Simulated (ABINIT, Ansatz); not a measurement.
# A GW chain in ABINIT: NaAsF6 (R-3), part 2 of 3

Wanted: ground state, empty states, screening and self-energy for NaAsF6 (R-3).

ABINIT 10.8.3; PBEsol and many-body steps on it, plane waves. Known limits of the many-body steps: not at the basis limit; no spin-orbit coupling; coarse k mesh.

So far. Step 2 (Ground state): The gap is indirect, with the least direct gap 0.08 eV higher.

### Step 3. Bands along the symmetry lines

Level of this step: DFT, PBEsol, plane waves, norm-conserving pseudopotentials (ABINIT).

Levels along a band path, at the cheap level, show where the edges lie and whether the meshes to come will hold them.

run.abi

```
acell 3*1.0 Angstrom
rprim 
  2.548317025914 1.471271520892 4.707294566700
  -2.548317025914 1.471271520892 4.707294566700
  0.000000000000 -2.942543041784 4.707294566700
ntypat 3
znucl 11 33 9
natom 8
typat 1 2 3 3 3 3 3 3
xred 
  0.500000000000 0.500000000000 0.500000000000
  -0.000000000000 0.000000000000 0.000000000000
  0.348130510000 0.076071740000 0.790012280000
  0.790012280000 0.348130510000 0.076071740000
  0.076071740000 0.790012280000 0.348130510000
  0.651869490000 0.923928260000 0.209987720000
  0.209987720000 0.651869490000 0.923928260000
  0.923928260000 0.209987720000 0.651869490000
pp_dirpath "pseudos"
pseudos "Na.upf, As.upf, F.upf"
ecut 44
iscf -2
irdden 1
kptopt 0
nkpt 31
kpt 
  0.00000000 0.00000000 0.00000000
  -0.12500000 -0.12500000 -0.12500000
  -0.25000000 -0.25000000 -0.25000000
  -0.37500000 -0.37500000 -0.37500000
  -0.50000000 -0.50000000 -0.50000000
  -0.50000000 -0.43294806 -0.56705194
  -0.50000000 -0.36589613 -0.63410387
  -0.50000000 -0.29884419 -0.70115581
  -0.50000000 -0.23179225 -0.76820775
  -0.23179225 0.23179225 -0.50000000
  -0.17384419 0.17384419 -0.50000000
  -0.11589613 0.11589613 -0.50000000
  -0.05794806 0.05794806 -0.50000000
  0.00000000 0.00000000 -0.50000000
  0.00000000 0.00000000 -0.37500000
  0.00000000 0.00000000 -0.25000000
  0.00000000 0.00000000 -0.12500000
  0.00000000 0.00000000 0.00000000
  0.00000000 0.09147403 -0.09147403
  0.00000000 0.18294806 -0.18294806
  0.00000000 0.27442210 -0.27442210
  0.00000000 0.36589613 -0.36589613
  -0.36589613 0.00000000 -0.63410387
  -0.39942210 0.00000000 -0.60057790
  -0.43294806 0.00000000 -0.56705194
  -0.46647403 0.00000000 -0.53352597
  -0.50000000 0.00000000 -0.50000000
  -0.37500000 0.00000000 -0.37500000
  -0.25000000 0.00000000 -0.25000000
  -0.12500000 0.00000000 -0.12500000
  0.00000000 0.00000000 0.00000000
istwfk *1
nband 44
nbdbuf 2
tolwfr 1e-08
nstep 40
prtwf 0
prtvol 0
indata_prefix "in"
outdata_prefix "out"
tmpdata_prefix "tmp"
```

Run with:

```
$ OMP_NUM_THREADS=1 mpirun -n 4 abinit run.abi > log
```

Numbers of over 12 decimals in the logs are rounded to 6 here.

The program printed:

```text
.Version 10.8.3 of ABINIT. v10.8.2 released Aug 2026.

 Symmetries : space group R-3 (#148); Bravais hR (rhombohedral)
[... echo of the input left out ...]
== DATASET  1 ==================================================================
-   mpi_nproc: 4, omp_nthreads: 1 (-1 if OMP is not activated)

--- !DatasetInfo
iteration_state: {dtset: 1, }
dimensions: {natom: 8, nkpt: 31, mband: 44, nsppol: 1, nspinor: 1, nspden: 1, mpw: 9999, }
cutoff_energies: {ecut:  44.0, pawecutdg:  -1.0, }
electrons: {nelect:   7.40000000E+01, charge:   0.00000000E+00, occopt:   1.00000000E+00, tsmear:   1.00000000E-02, }

 Real(R)+Recip(G) space primitive vectors, cartesian coordinates (Bohr,Bohr^-1):
 R(1)=  4.8156213  2.7803002  8.8954975  G(1)=  0.1038288  0.0599456  0.0374721
 R(2)= -4.8156213  2.7803002  8.8954975  G(2)= -0.1038288  0.0599456  0.0374721
 R(3)=  0.0000000 -5.5606005  8.8954975  G(3)=  0.0000000 -0.1198911  0.0374721
 Unit cell volume ucvol=  7.1460411E+02 bohr^3
 Angles (23,13,12)=  5.46512371E+01  5.46512371E+01  5.46512371E+01 degrees

 getcut: wavevector=  0.0000  0.0000  0.0000  ngfft=  64  64  64
         ecut(hartree)=     44.000   => boxcut(ratio)=   2.04364

--- Pseudopotential description ------------------------------------------------
- Na Generated using ONCVPSP code by D. R. Hamann
- 11.00000   9.00000  180301                  znucl, zion, pspdat
12 -116133 1 -1 2016                          pspcod,pspxc,lmax,lloc,mmax
     nproj     2     2     0
  pspatm : epsatm=    9.32918808
         --- l  ekb(1:nproj) -->
             0    2.657905   -0.678300
             1   -6.761319   -2.404728
 pspatm: atomic psp has been read  and splines computed

- As Generated using ONCVPSP code by D. R. Hamann
- 33.00000  23.00000  180301                  znucl, zion, pspdat
12 -116133 2 -1 1342                          pspcod,pspxc,lmax,lloc,mmax
     nproj     2     2     2
  pspatm : epsatm=   24.49033745
         --- l  ekb(1:nproj) -->
             0    4.082903   -2.226558
[...]
pspatm: atomic psp has been read  and splines computed

- F Generated using ONCVPSP code by D. R. Hamann
-  9.00000   7.00000  180301                  znucl, zion, pspdat
12 -116133 2 -1 832                           pspcod,pspxc,lmax,lloc,mmax
     nproj     2     2     1
  pspatm : epsatm=    4.89824381
         --- l  ekb(1:nproj) -->
[...]
2   -2.394754
 pspatm: atomic psp has been read  and splines computed

--------------------------------------------------------------------------------

================================================================================
 prteigrs : about to open file out_EIG
 Non-SCF case, kpt    1 (  0.00000  0.00000  0.00000), residuals and eigenvalues=
  3.97E-09  3.04E-09  8.34E-09  1.98E-09  6.38E-09  1.57E-09  3.16E-09  1.83E-09
[...]
4.5871E-01  4.7858E-01
 Non-SCF case, kpt   31 (  0.00000  0.00000  0.00000), residuals and eigenvalues=
[...]
-1.1003E-01 -1.0444E-01 -1.0059E-01 -1.0059E-01 -9.5739E-02 -8.5477E-02
 -8.5477E-02  1.2381E-01  3.0388E-01  3.4824E-01  3.7012E-01  3.7012E-01
  4.7177E-01  4.7931E-01

--- !ResultsGS
iteration_state: {dtset: 1, }
comment   : Summary of ground state results
lattice_vectors:
- [  4.8156213,   2.7803002,   8.8954975, ]
- [ -4.8156213,   2.7803002,   8.8954975, ]
- [  0.0000000,  -5.5606005,   8.8954975, ]
lattice_lengths: [  10.49048,   10.49048,   10.49048, ]
lattice_angles: [ 54.651,  54.651,  54.651, ] # degrees, (23, 13, 12)
lattice_volume:   7.1460411E+02
convergence: {deltae:  0.000E+00, res2:  0.000E+00, residm:  9.978E-09, diffor:  0.000E+00, }
etotal    :  -4.98267992E+02
entropy   :   0.00000000E+00
fermie    :  -8.26250627E-02
cartesian_stress_tensor: null
pressure_GPa: null
xred      :
- [  5.0000E-01,   5.0000E-01,   5.0000E-01, Na]
- [  0.0000E+00,   0.0000E+00,   0.0000E+00, As]
- [  3.4813E-01,   7.6072E-02,   7.9001E-01,  F]
- [  7.9001E-01,   3.4813E-01,   7.6072E-02,  F]
- [  7.6072E-02,   7.9001E-01,   3.4813E-01,  F]
- [  6.5187E-01,   9.2393E-01,   2.0999E-01,  F]
- [  2.0999E-01,   6.5187E-01,   9.2393E-01,  F]
- [  9.2393E-01,   2.0999E-01,   6.5187E-01,  F]
cartesian_forces: null
force_length_stats: {min: null, max: null, mean: null, }

 Integrated electronic density in atomic spheres:
 ------------------------------------------------
 Atom  Sphere_radius  Integrated_density
[...]
================================================================================

 ----iterations are completed or convergence reached----

 Mean square residual over all n,k,spin=   47.553E-10; max=  99.779E-10
 reduced coordinates (array xred) for    8 atoms
[...]
0.209987720000      0.651869490000      0.923928260000
       0.923928260000      0.209987720000      0.651869490000

 cartesian coordinates (angstrom) at end:
[...]
length scales=  1.889726125908  1.889726125908  1.889726125908 bohr
              =  1.000000000000  1.000000000000  1.000000000000 angstroms
 prteigrs : about to open file out_EIG
 Eigenvalues (hartree) for nkpt=  31  k points:
 kpt#   1, nband= 44, wtk=  1.00000, kpt=  0.0000  0.0000  0.0000 (reduced coord)
[...]
kpt#   2, nband= 44, wtk=  1.00000, kpt= -0.1250 -0.1250 -0.1250 (reduced coord)
[...]
kpt#   3, nband= 44, wtk=  1.00000, kpt= -0.2500 -0.2500 -0.2500 (reduced coord)
[...]
kpt#  30, nband= 44, wtk=  1.00000, kpt= -0.1250  0.0000 -0.1250 (reduced coord)
[...]
0.36653    0.37568    0.45871    0.47858
 kpt#  31, nband= 44, wtk=  1.00000, kpt=  0.0000  0.0000  0.0000 (reduced coord)
[...]
-0.16740   -0.16740   -0.14989   -0.14989   -0.12279   -0.11003   -0.11003   -0.10444
  -0.10059   -0.10059   -0.09574   -0.08548   -0.08548    0.12381    0.30388    0.34824
   0.37012    0.37012    0.47177    0.47931

== END DATASET(S) ==============================================================
================================================================================

 -outvars: echo values of variables after computation  --------
            nband          44
             nkpt          31
          spgroup         148
 [... the other variables as echoed above ...]

 Calculation completed.
```

Wall time 79 s (4 MPI ranks of Arm Neoverse V1, shared host); peak memory 0.59 GiB.

This step gave:

```yaml
gap: 5.618 eV
k_of_the_valence_top: -0.5, 0, -0.5
k_of_the_conduction_bottom: 0, 0, 0
least_direct_gap: 5.695 eV
```

The gap is 5.618 eV, as in the run before at this level.

Electronic bands along the path, in eV, zero at the top of the highest filled band:

| point | band 34 | band 35 | band 36 | band 37 | band 38 | band 39 | band 40 | band 41 |
| --- | --- | --- | --- | --- | --- | --- | --- | --- |
| Γ | -0.49 | -0.36 | -0.08 | -0.08 | 5.62 | 10.52 | 11.72 | 12.32 |
| T | -0.54 | -0.26 | -0.05 | -0.05 | 6.38 | 10.07 | 12.05 | 12.46 |
| H2 | -0.71 | -0.08 | -0.04 | -0.04 | 6.54 | 11.26 | 11.48 | 11.68 |
| jump to H0 | -0.71 | -0.08 | -0.04 | -0.04 | 6.54 | 11.26 | 11.48 | 11.68 |
| L | -0.57 | -0.10 | -0.06 | -0.02 | 6.42 | 10.57 | 11.98 | 12.00 |
| Γ | -0.49 | -0.36 | -0.08 | -0.08 | 5.62 | 10.52 | 11.72 | 12.32 |
| S0 | -0.65 | -0.08 | -0.05 | -0.01 | 6.52 | 11.09 | 11.42 | 12.20 |
| jump to S2 | -0.65 | -0.08 | -0.05 | -0.01 | 6.52 | 11.09 | 11.42 | 12.20 |
| F | -0.61 | -0.13 | -0.09 | 0.00 | 6.52 | 11.09 | 11.85 | 12.12 |
| Γ | -0.49 | -0.36 | -0.08 | -0.08 | 5.62 | 10.52 | 11.72 | 12.32 |

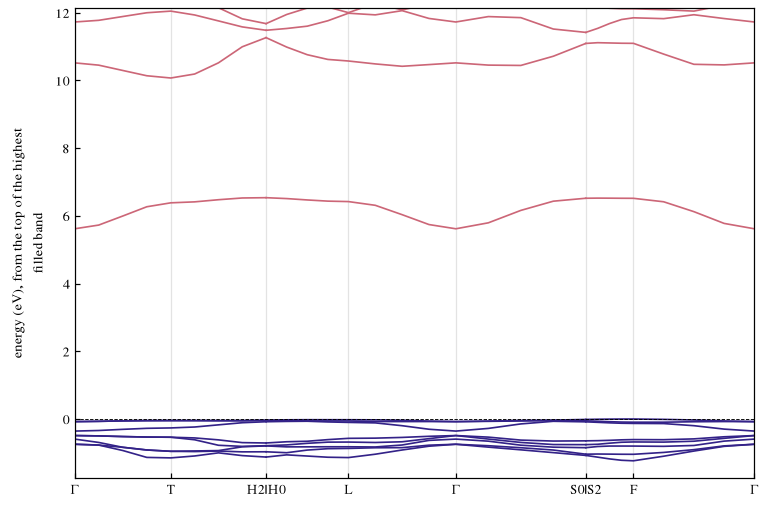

Electronic bands along the path; lines of filled and empty bands in two colours.

### Step 4. Empty states on the mesh, 2×2×2 mesh, 229 bands

The sums over transitions need many empty states on a uniform mesh; this step solves for them.

run.abi

```
acell 3*1.0 Angstrom
rprim 
  2.548317025914 1.471271520892 4.707294566700
  -2.548317025914 1.471271520892 4.707294566700
  0.000000000000 -2.942543041784 4.707294566700
ntypat 3
znucl 11 33 9
natom 8
typat 1 2 3 3 3 3 3 3
xred 
  0.500000000000 0.500000000000 0.500000000000
  -0.000000000000 0.000000000000 0.000000000000
  0.348130510000 0.076071740000 0.790012280000
  0.790012280000 0.348130510000 0.076071740000
  0.076071740000 0.790012280000 0.348130510000
  0.651869490000 0.923928260000 0.209987720000
  0.209987720000 0.651869490000 0.923928260000
  0.923928260000 0.209987720000 0.651869490000
pp_dirpath "pseudos"
pseudos "Na.upf, As.upf, F.upf"
ecut 44
ngkpt 2 2 2
nshiftk 1
shiftk 0 0 0
kptopt 1
chksymbreak 0
iscf -2
irdden 1
istwfk *1
nband 229
nbdbuf 20
tolwfr 1e-09
nstep 60
prtvol 0
indata_prefix "in"
outdata_prefix "out"
tmpdata_prefix "tmp"
```

The program printed:

```text
.Version 10.8.3 of ABINIT. v10.8.2 released Aug 2026.

 Symmetries : space group R-3 (#148); Bravais hR (rhombohedral)
[... echo of the input left out ...]
== DATASET  1 ==================================================================
-   mpi_nproc: 4, omp_nthreads: 1 (-1 if OMP is not activated)

--- !DatasetInfo
iteration_state: {dtset: 1, }
dimensions: {natom: 8, nkpt: 4, mband: 229, nsppol: 1, nspinor: 1, nspden: 1, mpw: 9990, }
cutoff_energies: {ecut:  44.0, pawecutdg:  -1.0, }
electrons: {nelect:   7.40000000E+01, charge:   0.00000000E+00, occopt:   1.00000000E+00, tsmear:   1.00000000E-02, }

 Real(R)+Recip(G) space primitive vectors, cartesian coordinates (Bohr,Bohr^-1):
 R(1)=  4.8156213  2.7803002  8.8954975  G(1)=  0.1038288  0.0599456  0.0374721
 R(2)= -4.8156213  2.7803002  8.8954975  G(2)= -0.1038288  0.0599456  0.0374721
 R(3)=  0.0000000 -5.5606005  8.8954975  G(3)=  0.0000000 -0.1198911  0.0374721
 Unit cell volume ucvol=  7.1460411E+02 bohr^3
 Angles (23,13,12)=  5.46512371E+01  5.46512371E+01  5.46512371E+01 degrees

 getcut: wavevector=  0.0000  0.0000  0.0000  ngfft=  64  64  64
         ecut(hartree)=     44.000   => boxcut(ratio)=   2.04364

--- Pseudopotential description ------------------------------------------------
- Na Generated using ONCVPSP code by D. R. Hamann
- 11.00000   9.00000  180301                  znucl, zion, pspdat
12 -116133 1 -1 2016                          pspcod,pspxc,lmax,lloc,mmax
     nproj     2     2     0
  pspatm : epsatm=    9.32918808
         --- l  ekb(1:nproj) -->
             0    2.657905   -0.678300
             1   -6.761319   -2.404728
 pspatm: atomic psp has been read  and splines computed

- As Generated using ONCVPSP code by D. R. Hamann
- 33.00000  23.00000  180301                  znucl, zion, pspdat
12 -116133 2 -1 1342                          pspcod,pspxc,lmax,lloc,mmax
     nproj     2     2     2
  pspatm : epsatm=   24.49033745
         --- l  ekb(1:nproj) -->
             0    4.082903   -2.226558
[...]
pspatm: atomic psp has been read  and splines computed

- F Generated using ONCVPSP code by D. R. Hamann
-  9.00000   7.00000  180301                  znucl, zion, pspdat
12 -116133 2 -1 832                           pspcod,pspxc,lmax,lloc,mmax
     nproj     2     2     1
  pspatm : epsatm=    4.89824381
         --- l  ekb(1:nproj) -->
[...]
2   -2.394754
 pspatm: atomic psp has been read  and splines computed

--------------------------------------------------------------------------------

================================================================================
 prteigrs : about to open file out_EIG
 Non-SCF case, kpt    1 (  0.00000  0.00000  0.00000), residuals and eigenvalues=
  2.67E-10  1.53E-10  1.92E-10  2.34E-10  3.13E-10  4.48E-10  7.68E-10  5.82E-10
[...]
1.74E-05  8.37E-05  1.51E-04  1.79E-04  2.48E-03
 -6.8561E+00 -4.7792E+00 -4.7792E+00 -4.7791E+00 -1.7811E+00 -1.3725E+00
 -1.3725E+00 -1.3671E+00 -1.3671E+00 -1.3670E+00 -8.9940E-01 -8.3966E-01
 -8.3738E-01 -8.3738E-01 -8.0770E-01 -8.0770E-01 -7.5478E-01 -7.5478E-01
[...]
2.9666E+00  2.9741E+00  2.9863E+00  3.0036E+00  3.0036E+00  3.0197E+00
  3.0311E+00  3.0311E+00  3.1010E+00  3.1011E+00  3.1155E+00  3.1158E+00
  3.1318E+00
 prteigrs : prtvol=0 or 1, do not print more k-points.

--- !ResultsGS
iteration_state: {dtset: 1, }
comment   : Summary of ground state results
lattice_vectors:
- [  4.8156213,   2.7803002,   8.8954975, ]
- [ -4.8156213,   2.7803002,   8.8954975, ]
- [  0.0000000,  -5.5606005,   8.8954975, ]
lattice_lengths: [  10.49048,   10.49048,   10.49048, ]
lattice_angles: [ 54.651,  54.651,  54.651, ] # degrees, (23, 13, 12)
lattice_volume:   7.1460411E+02
convergence: {deltae:  0.000E+00, res2:  0.000E+00, residm:  9.991E-10, diffor:  0.000E+00, }
etotal    :  -4.98267992E+02
entropy   :   0.00000000E+00
fermie    :  -8.26250627E-02
cartesian_stress_tensor: null
pressure_GPa: null
xred      :
- [  5.0000E-01,   5.0000E-01,   5.0000E-01, Na]
- [  0.0000E+00,   0.0000E+00,   0.0000E+00, As]
- [  3.4813E-01,   7.6072E-02,   7.9001E-01,  F]
- [  7.9001E-01,   3.4813E-01,   7.6072E-02,  F]
- [  7.6072E-02,   7.9001E-01,   3.4813E-01,  F]
- [  6.5187E-01,   9.2393E-01,   2.0999E-01,  F]
- [  2.0999E-01,   6.5187E-01,   9.2393E-01,  F]
- [  9.2393E-01,   2.0999E-01,   6.5187E-01,  F]
cartesian_forces: null
force_length_stats: {min: null, max: null, mean: null, }

 Integrated electronic density in atomic spheres:
 ------------------------------------------------
 Atom  Sphere_radius  Integrated_density
[...]
================================================================================

 ----iterations are completed or convergence reached----

 Mean square residual over all n,k,spin=   40.364E-11; max=  99.914E-11
 reduced coordinates (array xred) for    8 atoms
[...]
0.209987720000      0.651869490000      0.923928260000
       0.923928260000      0.209987720000      0.651869490000

 cartesian coordinates (angstrom) at end:
    1      0.000000     0.000000     7.060942
    2      0.000000     0.000000     0.000000
    3      0.693292    -1.700528     5.715665
[...]
7     -1.126055    -1.450673     8.406218
    8      1.819347    -0.249856     8.406218
 length scales=  1.889726125908  1.889726125908  1.889726125908 bohr
              =  1.000000000000  1.000000000000  1.000000000000 angstroms
 prteigrs : about to open file out_EIG
 Eigenvalues (hartree) for nkpt=   4  k points:
 kpt#   1, nband=229, wtk=  0.12500, kpt=  0.0000  0.0000  0.0000 (reduced coord)
[...]
2.86009    2.89151    2.89151    2.91401    2.92712    2.92712    2.94215    2.96663
   2.96663    2.97406    2.98631    3.00365    3.00365    3.01967    3.03106    3.03106
   3.10097    3.10107    3.11547    3.11579    3.13185
 prteigrs : prtvol=0 or 1, do not print more k-points.

== END DATASET(S) ==============================================================
================================================================================

 -outvars: echo values of variables after computation  --------
            nband         229
             nkpt           4
          spgroup         148
 [... the other variables as echoed above ...]

 Calculation completed.
```

Run time: 95 s. Hardware: 4 MPI ranks; peak memory 0.52 GiB; 6.3 min of CPU time.

This step gave:

```
gap                                                           : 5.618 eV
k of the valence top                                          : 0.5, 0.5, 0
k of the conduction bottom                                    : 0, 0, 0
least direct gap                                              : 5.695 eV
k points computed                                             : 4
lowest point of the top converged band, above the valence top : 79.4621 eV
```

On this mesh the gap is 5.618 eV.

### Step 5. Screening, 2×2×2 mesh, 209 bands, screening to 176.9 eV

The RPA dielectric matrix is built and inverted for each q.

This step: RPA screening on PBEsol, plane waves, norm-conserving pseudopotentials.

run.abi: that of step 4 with these lines changed.

```diff
@@ -26,10 +26,11 @@
 chksymbreak 0
-iscf -2
-irdden 1
 istwfk *1
-nband 229
-nbdbuf 20
-tolwfr 1e-09
-nstep 60
-prtvol 0
+occopt 1
+irdwfk 1
+optdriver 3
+nband 209
+ecuteps 6.5
+inclvkb 2
+awtr 1
+symchi 1
 indata_prefix "in"
```

The program printed:

```text
.Version 10.8.3 of ABINIT. v10.8.2 released Aug 2026.

 Symmetries : space group R-3 (#148); Bravais hR (rhombohedral)
[... echo of the input left out ...]
== DATASET  1 ==================================================================
-   mpi_nproc: 4, omp_nthreads: 1 (-1 if OMP is not activated)

--- !DatasetInfo
iteration_state: {dtset: 1, }
dimensions: {natom: 8, nkpt: 4, mband: 209, nsppol: 1, nspinor: 1, nspden: 1, mpw: 9990, }
cutoff_energies: {ecut:  44.0, pawecutdg:  -1.0, }
electrons: {nelect:   7.40000000E+01, charge:   0.00000000E+00, occopt:   1.00000000E+00, tsmear:   1.00000000E-02, }

 SCREENING: Calculation of the susceptibility and dielectric matrices

 Based on a program developped by R.W. Godby, V. Olevano, G. Onida, and L. Reining.
 Incorporated in ABINIT by V. Olevano, G.-M. Rignanese, and M. Torrent.
.Using double precision arithmetic ; gwpc =  8

[... cell and pseudopotentials left out ...]
--------------------------------------------------------------------------------

 ==== K-mesh for the wavefunctions ====
 Number of points in the irreducible wedge :     4
[... list of points left out ...]
 Together with  6 symmetry operations and time-reversal symmetry
 yields     8 points in the full Brillouin Zone.

 ==== Q-mesh for the screening function ====
 Number of points in the irreducible wedge :     4
[... list of points left out ...]
 Together with  6 symmetry operations and time-reversal symmetry
 yields     8 points in the full Brillouin Zone.

 setmesh: FFT mesh size selected  =    45x   45x   45
          total number of points  =        91125

 vcoul_init : cutoff-mode = AUXILIARY_FUNCTION
 q-points for optical limit:   1
     1)      0.000010    0.000020    0.000030

- screening: taking advantage of time-reversal symmetry
- Maximum band index for partially occupied states nbvw = 37
- Remaining bands to be divided among processors   nbcw = 172
- Number of bands treated by each node ~43

 Number of electrons calculated from density =   74.0000; Expected =   74.0000
 average of density, n =  0.103554
 r_s =    1.3210
 omega_plasma =   31.0412 [eV]

 calculating chi0 at frequencies [eV] :
  1    0.000000E+00    0.000000E+00
  2    0.000000E+00    3.104121E+01

--------------------------------------------------------------------------------
  q-point number  1        q = ( 0.000000, 0.000000, 0.000000) [r.l.u.]
--------------------------------------------------------------------------------
[... chi0 elements left out ...]
 For q-point:  0.000010 0.000020 0.000030
  dielectric constant =   1.8705
  dielectric constant without local fields =   2.1040

  Average fulfillment of the sum rule on Im[epsilon] for q-point    1 :     46.81  [%]
[... wings left out ...]
  q-point number  2        q = ( 0.500000, 0.000000, 0.000000) [r.l.u.]
--------------------------------------------------------------------------------
[... chi0 elements left out ...]
  Average fulfillment of the sum rule on Im[epsilon] for q-point    2 :     50.70  [%]

 [... 2 further q-points ...]
```

Wall time 2.1 min (4 MPI ranks); peak memory 2.7 GiB.

Numbers from this step:

* ε∞ with local fields, on this mesh, along the program's q direction: 1.871
* the same without local fields: 2.104
* plasma frequency: 31.04 eV
* plane waves in the screening matrix: 563

Local fields lower ε∞ by 11 %. On a Γ-centred mesh this coarse the value itself is usually too large, while a short band sum pulls it down.

(Continued in part 3 of 3.)

[Paths, hosts, dates, memory and timing lines, banners, echoed tables and standing remarks are left out of the program output.]

[Logs are printed without paths, hosts, clocks, repeated set-up lines and the standing remarks that a program may print on its own settings, such as how far it seeks lower states.]

[Runs of the session that timed out or met a known fault of the program may be left out.]

[Hosts, paths, dates, database ids (printed as entryN), source tags and the programs' standing remarks are cut or masked in the printed files.]

[G0W0 gaps are taken among the corrected bands and points alone; a level outside them can change the order at an edge.]

[Where Ansatz stands beside ABINIT at settings called matched, ABINIT's density can come from a denser mesh and the files from another edition; pairs whose starting gaps differed by over 0.03 eV were left out, so agreement reads better than it is.]
